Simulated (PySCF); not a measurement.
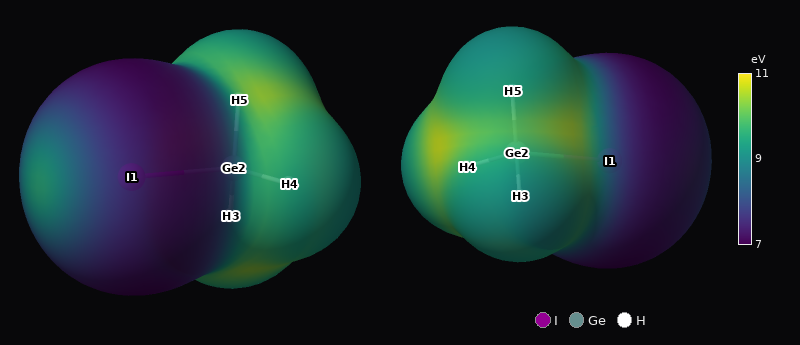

*GeH3I, SMILES `I[GeH3]`. Average local ionisation energy on the surface of electron density 0.001 a.u. (back view left, front view right).*

Method: PBE/def2-TZVP; geometry: GFN2-xTB; program: PySCF. Core potentials replace the inner electrons of I; spin–orbit coupling isn't included. No frequency check shows the geometry to be a minimum. GFN2-xTB bond lengths at metals and heavier atoms can be off by up to 0.1 Å and shapes distorted, which carries into these values.

Input script:

```python
import numpy as np
from pyscf import gto, scf, dft
from pyscf.scf import atom_ks, atom_hf
from scipy.linalg import block_diag

def solve(mol, dm0=None, hcore=None):
    mf = (dft.UKS if mol.spin else dft.RKS)(mol, xc='pbe')
    mf.grids.level = 3
    mf = mf.density_fit(auxbasis='def2-universal-jkfit')
    mf.conv_tol, mf.max_cycle = 1e-8, 80
    if hcore is not None:
        mf.get_hcore = lambda *args: hcore
    mf.kernel(dm0)
    if not mf.converged:
        mf = mf.newton().run(mf.mo_coeff, mf.mo_occ, max_cycle=30)
    assert mf.converged, 'SCF not converged'
    return mf

mol = gto.M(atom='''
I     -1.00014    -0.00001     0.00002
Ge     1.47554     0.00003     0.00013
H      1.92872    -1.13173    -0.86934
H      1.93255    -0.18782     1.40933
H      1.92866     1.31892    -0.54526
''', basis='def2-tzvp', ecp={'I': 'def2-tzvp'}, charge=0, spin=0, verbose=4)
mf = solve(mol)
mf.analyze()
# spherically averaged free atoms, for the promolecule
atom_ks.AtomSphAverageRKS.init_guess_by_vsap = lambda self, mol=None: self.init_guess_by_minao(mol)  # core potentials
atm = atom_ks.get_atm_nrks(mol, xc='pbe')
pro = block_diag(*[(atm[a[0]][2] * atm[a[0]][3]) @ atm[a[0]][2].T for a in mol._atom])
np.savez('result.npz', e=mf.e_tot, c=mf.mo_coeff, occ=mf.mo_occ, eps=mf.mo_energy, pro=pro, dip=mf.dip_moment(verbose=0), s2=mf.spin_square()[0])
```

Command:

```sh
OMP_NUM_THREADS=1 python input.py
```

The run took 22 s on 1 thread of Arm Neoverse N1, on a shared host, peak memory 0.42 GiB.

Partitions, critical points and surface values were worked out afterwards from this run's density.

> Locate the minima of the map.

The lowest value is 7.0 eV, 2.4 Å from I1, and at like points elsewhere. Further minima include 9.1 eV, 1.5 Å from H3, and at like points elsewhere. For comparison, the highest occupied orbital lies at −6.5 eV.
